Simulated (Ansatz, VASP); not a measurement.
**NbP: VASP beside Ansatz**

Aim: how closely do two programs agree when they are given the same cell, functional and k mesh?

Calculated with Ansatz 0.2.0; plane waves, with VASP 6.6.1 beside it; zone-centre phonons at LDA.

## Step 1: The structure

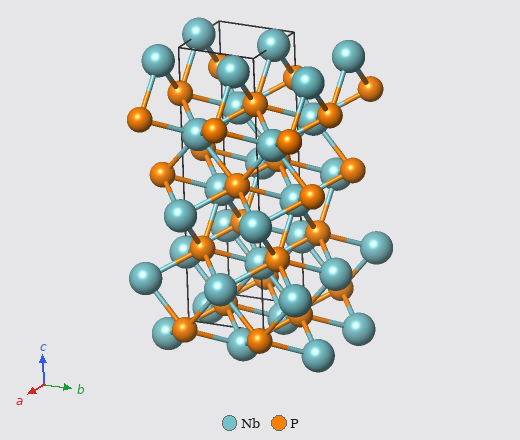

The starting structure, seen slightly off an axis (niobium teal, phosphorus orange). 2×2×1 cells are drawn. This picture shows the conventional cell, with its axes. Some periodic images of atoms are drawn too.

## Step 2: Ansatz: zone-centre phonons, LDA

Ansatz runs on its default PAW (the set named soft_2) files.

Second derivatives magnify differences that forces hide, and they need a tight electronic threshold.

input.yaml

```yaml
crystal:
  lattice:
    - [-1.6509936885, 1.6509936885, 5.6137903703]
    - [1.6509936885, -1.6509936885, 5.6137903703]
    - [1.6509936885, 1.6509936885, -5.6137903703]
  atoms:
    - { symbol: Nb, position: [0.2501869779, 0.7501869779, 0.5] }
    - { symbol: Nb, position: [0.5001869779, 0.5001869779, 0.0] }
    - { symbol: P, position: [0.8324415921, 0.3324415921, 0.5] }
    - { symbol: P, position: [0.0824415921, 0.0824415921, 0.0] }
hamiltonian:
  xc: lda
  pseudopotentials: { kind: paw }
kpoints:
  mp_grid: { grid: [14, 14, 14] }
scf:
  occupations: { method: gaussian, width: 0.05 }
phonons:
  method: dfpt
  qpoints: [[0, 0, 0]]
```

Started as:

```sh
$ ansatz run input.yaml --threads 4 --pin off --max-ram 9216MiB --backend cpu --events-out ev --progress --plain --runs-dir out
```

Numbers of over 12 decimals in the logs are rounded to 6 here.

The program printed:

```text
zone centre: on kpoints.mp_grid the ground state, and the responses unless they are solved on pairs of k-points, stand on 428 of the mesh's 2744 k-points, reduced under 4 symmetry operations, with k and −k counted as one. Each operation leaves every solved displacement unchanged or reverses it
Engine: ansatz 0.2.0, aarch64-unknown-linux-gnu
Pseudopotentials: kind: paw
Pseudopotential: Nb, paw, valence charge 13, recommended cutoff 420 eV (normal), Nb.paw.azcp
Pseudopotential: P, paw, valence charge 5, recommended cutoff 420 eV (normal), P.paw.azcp
Functional definition: SPW92
  exchange = slater_x
  correlation = pw_c
Crystal: 4 atoms, lattice volume = 61.208 Å³
Basis set: ecut = 420 eV, 1207 PW (Γ), exchange–correlation on 96×96×96 points (8 copies of the dense FFT grid, shifted against one another)
Bands: 22, of which v1, the nominal top of the filled ones, is band 18 counted from 1 (17 counted from 0)
Symmetry: 8 space group operations
k-points: 428 of 2744 (irreducible under 4 space group operations, time reversal used)
Non-local potential: Nb, projectors of the file, l = 0: 3, l = 1: 2, l = 2: 2, l = 3: 1
Non-local potential: P, projectors of the file, l = 0: 2, l = 1: 2, l = 2: 2
PAW form: soft (Blöchl's): semilocal exchange-correlation on the pseudo side does not see the compensation charge
PAW frozen core: Nb, regenerated for the run's functional, and the local potential with it (the file was generated under x = pbe(κ = 0.804, μ = 0.219515), c = pbe(β = 0.066725))
PAW frozen core: P, regenerated for the run's functional, and the local potential with it (the file was generated under x = pbe(κ = 0.804, μ = 0.219515), c = pbe(β = 0.066725))
PAW one-centre angular grid: Nb, 590 points (default); XC on 64 Gauss nodes
PAW one-centre angular grid: P, 110 points (default); XC on 64 Gauss nodes
Initial density: superposition of atomic densities (neutral atoms: chi_scale 0, normalization atom), corrected by the library's trained network
Initial wavefunctions: pseudopotential atomic-orbital guess
Functional: x = slater, c = lda
SCF iter   1: F=—  HF=-10341.591617 eV  |F-HF|=—  |Δ(HF+E_count)|=         —  Δρ=1.00e-2  dr2=3.09e-2  ethr=1.77e-3  ⟨swp⟩=6.0  Hψ=47695  notcnv=0
preconditioner: auto → Kerker (q_TF=auto, 2.497 Å⁻¹)  [metal: Δε(μ)=0.017 eV  Ē_g=6.724 eV  σ=0.050 eV  W_gap=0.19  n_scr=12 (ndim 8)  ℏωp=21.2 eV  f_vac=0.000  D(μ)=0.55/eV (n_scr^D=2)]
SCF iter   2: F=—  HF=-10341.586470 eV  |F-HF|=—  |Δ(HF+E_count)|=   5.15e-3  Δρ=5.53e-3  dr2=9.11e-3  ethr=8.58e-5  ⟨swp⟩=1.2  Hψ=12942  notcnv=0
SCF iter   3: F=—  HF=-10341.584597 eV  |F-HF|=—  |Δ(HF+E_count)|=   1.87e-3  Δρ=6.69e-4  dr2=2.80e-4  ethr=2.53e-5  ⟨swp⟩=2.5  Hψ=13451  notcnv=0
SCF iter   4: F=—  HF=-10341.584519 eV  |F-HF|=—  |Δ(HF+E_count)|=   7.89e-5  Δρ=1.43e-4  dr2=1.30e-5  ethr=7.77e-7  ⟨swp⟩=2.3  Hψ=13044  notcnv=0
SCF iter   5: F=—  HF=-10341.584515 eV  |F-HF|=—  |Δ(HF+E_count)|=   3.08e-6  Δρ=2.51e-5  dr2=3.71e-7  ethr=3.62e-8  ⟨swp⟩=2.2  Hψ=13208  notcnv=0
SCF iter   6: F=—  HF=-10341.584500 eV  |F-HF|=—  |Δ(HF+E_count)|=   1.56e-5  Δρ=4.33e-6  dr2=8.94e-9  ethr=1.03e-9  ⟨swp⟩=2.2  Hψ=13625  notcnv=0
SCF iter   7: F=—  HF=-10341.584500 eV  |F-HF|=—  |Δ(HF+E_count)|=  8.42e-10  Δρ=8.11e-7  dr2=3.83e-10  ethr=2.48e-11  ⟨swp⟩=2.5  Hψ=16374  notcnv=0
SCF iter   8: F=—  HF=-10341.584500 eV  |F-HF|=—  |Δ(HF+E_count)|=  3.27e-11  Δρ=1.48e-7  dr2=1.76e-11  ethr=1.06e-12  ⟨swp⟩=2.0  Hψ=13100  notcnv=0
SCF iter   9: F=-10341.584500 eV  HF=-10341.584500 eV  |F-HF|=0.00e0  |Δ(HF+E_count)|=  9.09e-12  Δρ=2.92e-8  dr2=6.36e-13  ethr=1.00e-12  ⟨swp⟩=5.0  Hψ=38636  notcnv=0
SCF 1 converged in 9 iterations: F = -10341.584500 eV  dr2 = 6.36e-13
  greatest PAW one-centre occupation: 0.997 electrons in one spin orbital (limit 2), on the Nb atom at site 0 (counted from 0), in its partial waves of l = 0
DFPT response loops at Γ: preconditioner auto → Kerker (q_TF=auto, 2.497 Å⁻¹) (partly filled bands, converged f_vac=0.000); β = 1.00, the filter's whole step (`scf.mixing.beta` (0.50) is not read by the response loops under this deck's `scf.mixing.preconditioner`; to damp them name `kerker` or `kerker_dos`, under which they read `scf.mixing.beta`, and type it under 1.00, their step now; both keys bind the ground state too); Broyden in place of MSR1
SCF converged after 9 iterations
Free energy (F): -10341.584500 eV
Harris-Foulkes:  -10341.584500 eV  (|F-HF|=0.00e0)
Internal energy: -10341.583814 eV  (E = F + TS)
E sigma→0 (E₀):  -10341.584157 eV
Entropy (-TS):   -0.000686 eV (-0.171 meV/atom)
Fermi energy:    15.515841 eV
--- Per-component energies (eV) ---
  E_band       = -121.902909
  E_kinetic    = 941.604603
  E_local      = -1679.745286  (includes V_loc(G=0)·N_el)
  E_nonlocal   = 317.521155
  E_hartree    = 545.623754
  E_xc         = -477.010733
  E_vxc        = -554.553078  (∫ρ·V_xc dr)
  E_paw        = -7010.300640  (= ΣΔE_a)
  E_vpaw       = -237.977814  (= ΣTr[D̂ρ^β])
  E_aug_tail   = 0.000019  (compensation charges beyond the density's cutoff)
  E_ewald      = -2980.362778
  E_core_change = 1.086092  (= ΣΔE_core)
  E_smearing   = -0.000686  (= −TS)
  E_closure    = 0.000000  (closes the sum)
  Σ components = -10341.584500   (vs F -10341.584500, Δ=0.00e0)
--- Band table (eV; the first three rows and the last of 428) ---
  k-point 0: bands = [... 14 lower, 13.2469, 13.7168, 14.1435, 14.1435, 16.3405, 17.1981, 18.3513, 18.8325]
  k-point 1: bands = [... 14 lower, 13.2017, 13.5970, 14.1307, 14.2619, 16.1160, 16.8483, 18.3437, 18.4845]
  k-point 2: bands = [... 14 lower, 12.9062, 13.7361, 14.4453, 14.5455, 15.8413, 16.1056, 18.0516, 18.5710]
  k-point 427: bands = [... 14 lower, 12.6992, 12.6992, 15.0558, 15.0558, 16.7387, 16.7387, 17.9900, 17.9900]
--- Phonons (Γ-DFPT): 6 representative perturbations + reference, on 428 of 2744 k-points (Σ response iterations 18) ---
  k mesh reduced under 4 symmetry operations, with k and −k counted as one. Each operation leaves every solved displacement unchanged or reverses it
  ASR residual: 2.749e-5 → 0.000e0 eV/Å²; symmetrization residual: 3.260e-6 eV/Å²
  ASR residual per site (eV/Å²): 2.75e-5 2.75e-5 2.19e-5 2.19e-5
  Γ frequencies (cm⁻¹): 0.00 0.00 0.00 189.20 189.20 259.36 337.58 337.58 365.58 365.58 381.67 396.17
  non-analytic LO–TO correction: not included (Born effective charges unavailable; polar crystals: no LO–TO splitting at Γ)
--- Phonons (arbitrary-q DFPT): 1 explicit q-point ---
  q = [0, 0, 0] (of the zone-centre solve; hermiticity 3.68e-7, symmetrization 9.85e-15): 0.00 0.00 0.00 189.20 189.20 259.36 337.58 337.58 365.58 365.58 381.67 396.17
  sum rule: each row above includes the acoustic sum rule's correction from the zone centre's row sums; it moved no ω² by more than (0.44 cm⁻¹)²
```

Elapsed: 3.4 min, on 4 threads of Arm Neoverse V1, shared host; peak memory 2 GiB; 13 min of CPU time.

(Part 1 of 3 ends here.)

[Lines on the potential files, build, host, timing and source positions are cut from VASP's logs without a mark.]

[Logs are printed without paths, hosts, clocks, repeated set-up lines and the standing remarks that a program may print on its own settings, such as how far it seeks lower states.]

[Hosts, paths, dates, database ids (printed as entryN), source tags and the programs' standing remarks are cut or masked in the printed files.]
